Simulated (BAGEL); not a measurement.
# CASPT2(12,8)/6-31G(d) (density fitting with cc-pvqz-jkfit, spherical functions) run of O2 (oxygen)

What is the vertical electron affinity of O2 (oxygen) at CASPT2(12,8)/6-31G* (density fitting with cc-pvqz-jkfit, spherical functions)? 

Program for the calculation: BAGEL 1.2.2.

1 further run of the same task is left out (it didn't finish). Runs told in other sessions of the task aren't counted.

## (1) The molecule

The species is O2 (2 atoms), meant as a triplet with charge 0. SMILES: `O=O`. The coordinates come from a PBE0-D4/def2-TZVP relaxation.

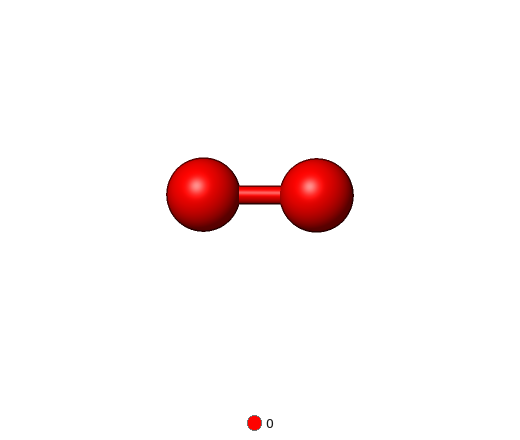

The structure, seen from a chosen angle (oxygen red).

## (2) A single-point energy at CASPT2(12,8)/6-31G(d) (density fitting with cc-pvqz-jkfit, spherical functions)

input.json reads:

```json
{ "bagel" : [

{
  "title" : "molecule",
  "basis" : "6-31gs.json",
  "df_basis" : "cc-pvqz-jkfit",
  "angstrom" : "true",
  "geometry" : [
    { "atom" : "O", "xyz" : [       0.509550,      -0.164850,       0.262450 ] },
    { "atom" : "O", "xyz" : [      -0.509550,       0.164850,      -0.262450 ] }
  ]
},

{
  "title" : "hf"
},

{
  "title" : "casscf",
  "nstate" : 1,
  "nact" : 8,
  "nclosed" : 2,
  "nspin" : 2,
  "maxiter" : 200,
  "natocc" : "true"
},

{
  "title" : "print",
  "file" : "orbitals.molden",
  "orbitals" : "true"
},

{
  "title" : "smith",
  "method" : "caspt2",
  "ms" : "true",
  "xms" : "true",
  "sssr" : "true",
  "shift" : 0.0,
  "ncore" : 2
}

]}
```

The basis set 6-31G* is read from a file made from the Basis Set Exchange's data (not shown).

Started as:

```console
BAGEL_NUM_THREADS=1 BAGEL input.json > input.out
```

What it wrote:

```text
* using 1 threads per process

  ===============================================================
  ===============================================================

  *** Geometry ***

  { "atom" : "O", "xyz" : [      0.962910,     -0.311521,      0.495959 ] },
  { "atom" : "O", "xyz" : [     -0.962910,      0.311521,     -0.495959 ] },

  Number of auxiliary basis functions:      212

  Since a DF basis is specified, we compute 2- and 3-index integrals:
    o Being stored without compression. Storage requirement is 0.001 GB

  Number of basis functions:       28
  Number of electrons      :       16

    * METHOD: MOLECULE                             0.02

  *** RHF ***

  === Nuclear Repulsion ===
    28.3929930607

      * DIIS with orbital gradients will be used.

  === RHF iteration (6-31gs.json) ===
      0       -149.51101388          0.01671931           0.00
      1       -149.52818599          0.00314438           0.00
      2       -149.52905219          0.00075017           0.00
      3       -149.52911601          0.00017720           0.00
      4       -149.52911904          0.00002654           0.00
      5       -149.52911912          0.00000123           0.00
      6       -149.52911912          0.00000024           0.00
      7       -149.52911912          0.00000002           0.00
      8       -149.52911912          0.00000000           0.00
    * SCF iteration converged.

    * Permanent dipole moment:
           (    0.000000,     0.000000,    -0.000000) a.u.

    * METHOD: HF                                   0.03

  ---------------------------
      CASSCF calculation
  ---------------------------

    * nstate   :      1
    * nclosed  :      2
    * nact     :      8
    * nvirt    :     18
  === CASSCF iteration (6-31gs.json) ===

    * Using the second-order algorithm

      0  0      -149.64581666     3.13e-02      0.01

      1  0      -149.69405899     2.68e-03      0.03

      2  0      -149.69611054     2.11e-04      0.02

      3  0      -149.69612060     1.79e-05      0.02

      4  0      -149.69612067     1.64e-06      0.02

      5  0      -149.69612067     1.89e-07      0.02

      6  0      -149.69612067     2.72e-08      0.02

      7  0      -149.69612067     4.20e-09      0.02

    * Second-order optimization converged. *

     guess   0:   closed 11111...             open .....11.

  === FCI iteration ===

      0  0      -149.59290433     2.19e-02      0.00
      1  0      -149.68969091     5.93e-03      0.00
      2  0      -149.69593261     1.05e-03      0.00
      3  0      -149.69611158     2.17e-04      0.00
      4  0      -149.69611995     6.19e-05      0.00
      5  0      -149.69612064     1.09e-05      0.00
      6  0      -149.69612067     2.47e-06      0.00
      7  0      -149.69612067     5.61e-07      0.00
      8  0      -149.69612067     1.02e-07      0.00
      9  0      -149.69612067     1.87e-08      0.00
     10  0      -149.69612067     1.94e-09      0.00
     11  0      -149.69612067     2.98e-10      0.00
     12  0 *    -149.69612067     6.81e-11      0.00

     * ci vector, state   0, <S^2> = 2.0000
       22222aa.     0.9712096421
       22aa222.    -0.1499503508
       22a2ba2a     0.0810532339
       222ab2aa     0.0810532339
       2222.aa2    -0.0794839363
       222aa2ab    -0.0691662408
       22a2aa2b    -0.0691662408

    * METHOD: CASSCF                               0.18

    * METHOD: PRINT                                0.00

  === SMITH program ===

    * freezing 2 orbitals

    * Approximate memory requirement for SMITH calulation per MPI process:
      o Storage requirement for T-amplitude, lambda, and residual is 0.00 GB
      o Storage requirement for MO integrals is 0.00 GB
    * Calculating and saving rdm4f

    * Zeroth order energy : state  0      -10.0916910080

    * CASPT2 iteration is performed using redundant basis

      ---- iteration ----

        0    -0.24870760     0.00952000      0.05
        1    -0.24919577     0.00044533      0.05
        2    -0.24919831     0.00002937      0.06
        3    -0.24919831     0.00000166      0.05
        4    -0.24919831     0.00000012      0.06

      -------------------

    * CASPT2 energy : state  0     -149.9453189844
        reference weight              0.9359272380

    * METHOD: SMITH                                0.93

  ===============================================================
```

Wall time 1.4 s (1 thread of Arm Neoverse V2, shared host).

## (3) The doublet anion, same level

input.json reads:

```json
{ "bagel": [

{
  "title": "molecule",
  "basis": "6-31gs.json",
  "df_basis": "cc-pvqz-jkfit",
  "angstrom": "true",
  "geometry": [
    { "atom": "O", "xyz": [       0.509550,      -0.164850,       0.262450 ] },
    { "atom": "O", "xyz": [      -0.509550,       0.164850,      -0.262450 ] }
  ]
},

{ "title": "hf" },

{ "title": "casscf", "nstate": 1, "nact": 8, "nclosed": 2, "charge": -1, "nspin": 1, "maxiter": 200, "natocc": "true" },

{ "title": "print", "file": "orbitals.molden", "orbitals": "true" },

{ "title": "smith", "method": "caspt2", "ms": "true", "xms": "true", "sssr": "true", "shift": 0.0, "ncore": 2 }

]}
```

The basis set 6-31G* is read from a file made from the Basis Set Exchange's data (not shown).

Started as:

```console
BAGEL_NUM_THREADS=1 BAGEL input.json > input.out
```

What it wrote:

```text
* using 1 threads per process

  ===============================================================
  ===============================================================

  *** Geometry ***

  { "atom" : "O", "xyz" : [      0.962910,     -0.311521,      0.495959 ] },
  { "atom" : "O", "xyz" : [     -0.962910,      0.311521,     -0.495959 ] },

  Number of auxiliary basis functions:      212

  Since a DF basis is specified, we compute 2- and 3-index integrals:
    o Being stored without compression. Storage requirement is 0.001 GB

  Number of basis functions:       28
  Number of electrons      :       16

    * METHOD: MOLECULE                             0.02

  *** RHF ***

  === Nuclear Repulsion ===
    28.3929930607

      * DIIS with orbital gradients will be used.

  === RHF iteration (6-31gs.json) ===
      0       -149.51101388          0.01671931           0.00
      1       -149.52818599          0.00314438           0.00
      2       -149.52905219          0.00075017           0.00
      3       -149.52911601          0.00017720           0.00
      4       -149.52911904          0.00002654           0.00
      5       -149.52911912          0.00000123           0.00
      6       -149.52911912          0.00000024           0.00
      7       -149.52911912          0.00000002           0.00
      8       -149.52911912          0.00000000           0.00
    * SCF iteration converged.

    * Permanent dipole moment:
           (    0.000000,     0.000000,    -0.000000) a.u.

    * METHOD: HF                                   0.03

  ---------------------------
      CASSCF calculation
  ---------------------------

    * nstate   :      1
    * nclosed  :      2
    * nact     :      8
    * nvirt    :     18
  === CASSCF iteration (6-31gs.json) ===

    * Using the second-order algorithm

      0  0      -149.53109189     5.57e-02      0.01

      1  0      -149.58680782     3.41e-03      0.02

      2  0      -149.59050356     3.29e-04      0.02

      3  0      -149.59052756     2.89e-05      0.02

      4  0      -149.59052778     3.47e-06      0.02

      5  0      -149.59052778     5.94e-07      0.02

      6  0      -149.59052778     1.09e-07      0.02

      7  0      -149.59052778     1.95e-08      0.02

      8  0      -149.59052778     3.39e-09      0.02

    * Second-order optimization converged. *

     guess   0:   closed 111111..             open ......1.

  === FCI iteration ===

      0  0      -149.53657258     2.29e-02      0.00
      1  0      -149.58895212     3.80e-03      0.00
      2  0      -149.59047583     6.96e-04      0.00
      3  0      -149.59052672     9.62e-05      0.00
      4  0      -149.59052775     1.76e-05      0.00
      5  0      -149.59052778     2.35e-06      0.00
      6  0      -149.59052778     4.23e-07      0.00
      7  0      -149.59052778     4.96e-08      0.00
      8  0      -149.59052778     7.11e-09      0.00
      9  0      -149.59052778     7.51e-10      0.00
     10  0 *    -149.59052778     9.58e-11      0.00

     * ci vector, state   0, <S^2> = 0.7500
       222222a.     0.9866070632
       2222ab2a    -0.0982435658
       22222.a2     0.0854949224
       2222aa2b    -0.0835843128

    * METHOD: CASSCF                               0.19

    * METHOD: PRINT                                0.00

  === SMITH program ===

    * freezing 2 orbitals

    * Approximate memory requirement for SMITH calulation per MPI process:
      o Storage requirement for T-amplitude, lambda, and residual is 0.00 GB
      o Storage requirement for MO integrals is 0.00 GB
    * Calculating and saving rdm4f

    * Zeroth order energy : state  0       -5.2531262697

    * CASPT2 iteration is performed using redundant basis

      ---- iteration ----

        0    -0.28625596     0.01046315      0.05
        1    -0.28686972     0.00064989      0.05
        2    -0.28687436     0.00004348      0.05
        3    -0.28687438     0.00000324      0.05
        4    -0.28687438     0.00000041      0.05

      -------------------

    * CASPT2 energy : state  0     -149.8774021608
        reference weight              0.9300332611

    * METHOD: SMITH                                0.91

  ===============================================================
```

It took 1.3 s on 1 thread of Arm Neoverse V2, shared host.

## (4) Outcome

Level: CASPT2(12,8)/6-31G* (density fitting with cc-pvqz-jkfit, spherical functions), 2 core orbitals frozen.

| quantity | value |
| --- | --- |
| triplet O2: total energy | -149.94532 Eh |
| doublet anion: total energy | -149.87740 Eh |
| vertical electron affinity (to the doublet anion) | -1.848 eV |

What this shows: The anion lies 1.85 eV (178 kJ/mol) above the neutral: the electron isn't bound at this level, and such a value depends on the basis. Without diffuse functions anions come out too high.
